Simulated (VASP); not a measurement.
Energy against volume of LiF (rock salt). These are PBE GGA with D4 dispersion, VASP's PBE PAW potentials (set 64) (plane waves; VASP) values and carry that method's errors.

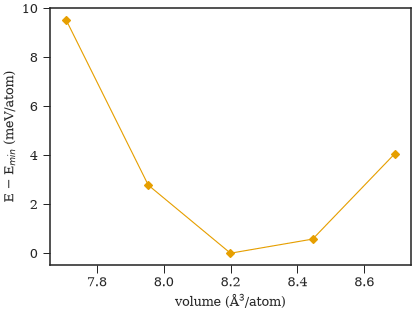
*Energy against volume*

### Question
Estimate the equilibrium volume and the bulk modulus.

### Answer
The minimum lies near 8.3 Å³/atom, and the curvature gives B0 of about 70 GPa.

The compound is LiF in the rock salt structure. It was relaxed first.
